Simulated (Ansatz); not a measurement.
Cost and result by functional for the adsorption energy of CO on the 1x1 (111) surface of fcc Cu, one in a 2x2 cell, started at the site 'hollow Cu-Cu-Cu over Cu at depth 2.1 Å', in Ansatz (plane waves, PAW). Single points on the PBE structure, on one kind of machine; costs are rough ratios of the slab run's core time (references not counted) to the cheapest single point. r2SCAN's cost holds its higher cutoff (500 against 420 eV). Differences are taken against r2SCAN for comparison alone: no measured value is at hand, so the table doesn't rank accuracy.

Set-up: 18 atoms, 6.2 Å thick at the start under the adsorbate (thin: gaps and levels are the slab's own); mesh 6x6x1; 0.1 eV smearing; dipole correction on; 8 atoms held, the rest relaxed; held to the start's symmetry, so lower structures may exist; no spin, no spin-orbit, no U, no dispersion correction. At the end it is bonded to 3 Cu. In PBE it is, or lies within 0.03 eV of, the lowest of the starts that converged. These notes are the PBE run's. Adsorption energies are against CO(g). A negative adsorption energy means that the adsorbate is more stable on the surface than in its reference.

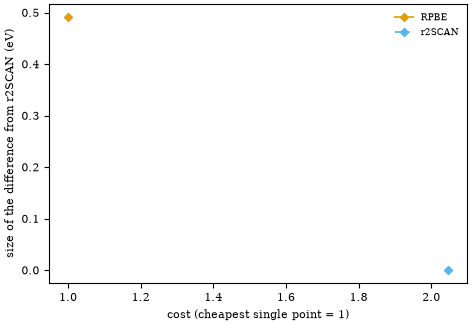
Figure: Difference from r2SCAN against cost

```tsv
functional	relative cost	adsorption energy (eV)	less r2SCAN (eV)
RPBE	1	-0.36	0.49
r2SCAN	2	-0.85	0.00
PBE (the relaxed run's value)	–	-0.72	0.13
```

The values span 0.49 eV, while the single points' costs differ by a factor of roughly 2. Differences are of unrounded values.

Ansatz is an electronic-structure program.
